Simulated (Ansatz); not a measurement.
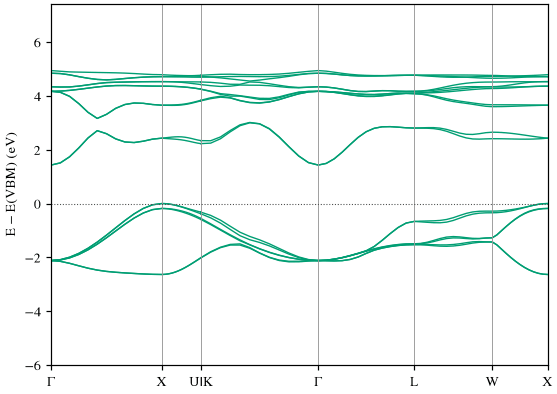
Band structure from r²SCAN with spin–orbit coupling in the plane-wave PAW code Ansatz

### Question
Read off the gap and where the band edges lie.

### Answer
About 1.4 eV (1.43 eV by a search for the band edges); maximum at X, minimum at Γ.

The material is LaN (zinc blende, space group No. 216).

Space group F-43m (zinc blende). The start of the workflow was typed in or built on a structure type; neither database checked (COD, Materials Project) lists it. COD files the formula under space group No. 225, so this cell is another polymorph or a model. Whether it is the stable phase at ambient conditions was not checked. The cell was relaxed with r²SCAN under the symmetry of its start; its stability against distortions is not shown here.

Potentials: the later of the program's two PAW sets.
